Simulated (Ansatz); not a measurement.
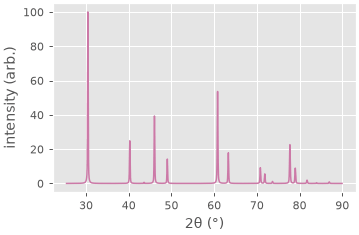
Figure. Simulated powder pattern, Cu Kα, λ = 1.54184 Å

The pattern belongs to a structure relaxed with LDA in the plane-wave PAW code Ansatz.

Q: Which of these materials gives this?
A. Si2Ni, fluorite or antifluorite type
B. CaO, rock salt
C. SrO, rock salt
D. SiO2, rutile

A: D, SiO2, rutile

Space group P4_2/mnm (rutile). This is a known high-pressure phase of the composition, computed here at zero pressure and temperature. Symmetry was held in the LDA relaxation; its stability against distortions is not shown here.

Potentials: the earlier of the program's two PAW sets. The files were generated under PBE; for other functionals the program regenerates the frozen cores, and for LDA and PBEsol the local potential too.
